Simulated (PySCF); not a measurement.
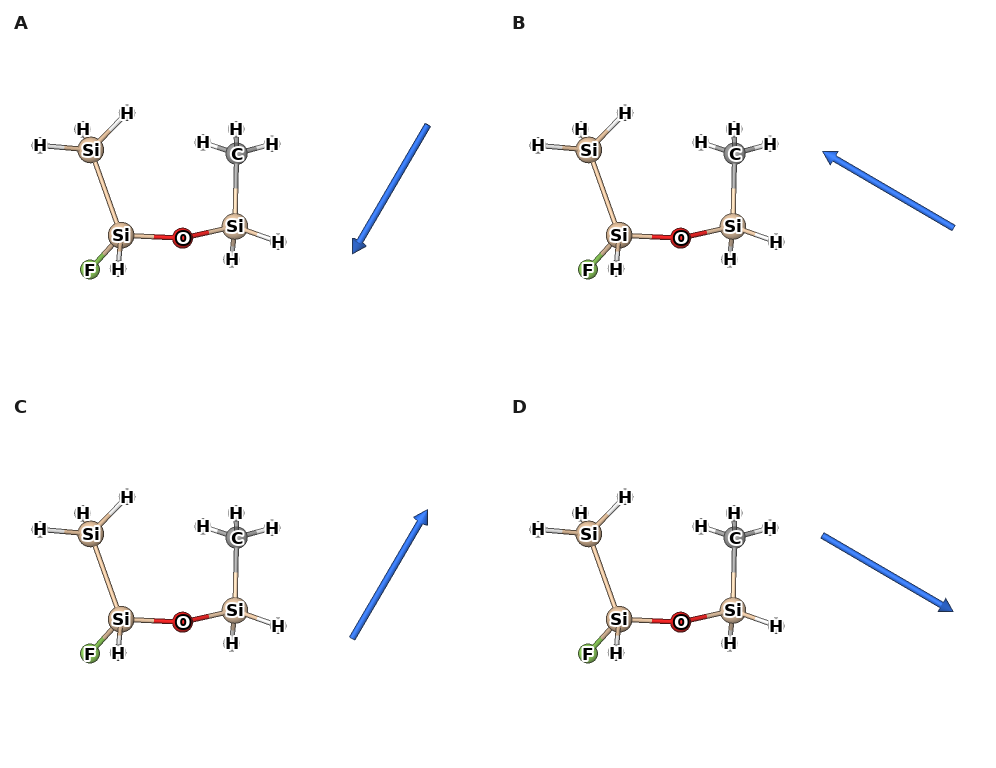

The same molecule four times, each with an arrow. The geometry was computed by an optimisation with GFN2-xTB. No frequency run is at hand to confirm it as a minimum. Method: PBE0/pcSseg-1, gas phase (PySCF 2.14.0).

**Which arrow points along the dipole moment, from the negative to the positive end?**

C. The dipole moment is 1.99 D.

The geometry is semi-empirical. Around Si such bond lengths and angles can be off by a tenth of an ångström or more and by several degrees, and values that hang on the shape move with them.
